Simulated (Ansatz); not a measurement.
**AlFH4Si2: basis-set convergence**

Aim: see how fast density functionals converge with the basis set for AlFH4Si2.

Computed with Ansatz 0.2.0, Gaussian basis. Level: one geometry, several basis sets.

The runs, in order: PBE0-D4/def2-SVP; ωB97M-V/def2-SVP; PBE0-D4/def2-QZVPP; ωB97M-V/def2-QZVPP; the functionals' def2-TZVPP values are taken from earlier runs.

### Step 1. The geometry

An earlier PBE0-D4 in a triple-zeta def2 set relaxation fixed the geometry.

8 atoms, charge 0, spin multiplicity 1.

Atoms are counted from 1 here; the program's logs count them from 0.

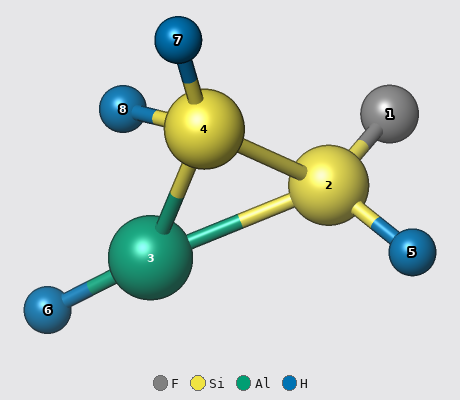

The structure; fluorine grey, silicon yellow, aluminium teal, hydrogen blue; atoms are numbered from 1 in the order of the file.

### Step 2. PBE0-D4 in def2-SVP

Input file in.yaml:

```yaml
crystal:
  periodic: [false, false, false]
  atoms:
    - {symbol: F, position_ang: [-1.893840, -1.526291, 0.928004]}
    - {symbol: Si, position_ang: [-0.863024, -0.290422, 0.925367]}
    - {symbol: Al, position_ang: [-0.253922, 1.179580, -0.883319]}
    - {symbol: Si, position_ang: [1.278615, -0.275952, 0.136572]}
    - {symbol: H, position_ang: [-0.959960, 0.315963, 2.277416]}
    - {symbol: H, position_ang: [-0.470860, 2.052903, -2.185289]}
    - {symbol: H, position_ang: [2.533344, -1.088331, 0.085067]}
    - {symbol: H, position_ang: [0.721748, -0.424451, -1.339518]}
basis:
  gaussian: {orbitals: def2-SVP}
hamiltonian: {xc: pbe0, dispersion: d4}
output: {orbitals: {seedname: orbitals}}
```

Run with:

```sh
$ ansatz run in.yaml --threads 2 --pin off --events-out ev --progress --plain --max-ram 4352MiB
```

After this run come: ωB97M-V in def2-SVP; PBE0-D4 in def2-QZVPP; ωB97M-V in def2-QZVPP.

Before running them: what should the planned runs give, taken together? Wanted: PBE0-D4: double and triple zeta above quadruple; ωB97M-V: double and triple zeta above quadruple.

**Answer**, as computed:

```
                                       quantity           value
PBE0-D4: double and triple zeta above quadruple  12.35, 0.87 eV
ωB97M-V: double and triple zeta above quadruple  12.37, 0.83 eV
```

**Reading.** For PBE0-D4 the step from double to triple zeta gains 11.48 eV and the next only 0.87 eV. Total energies overstate the basis error of differences, where much of it tends to cancel.
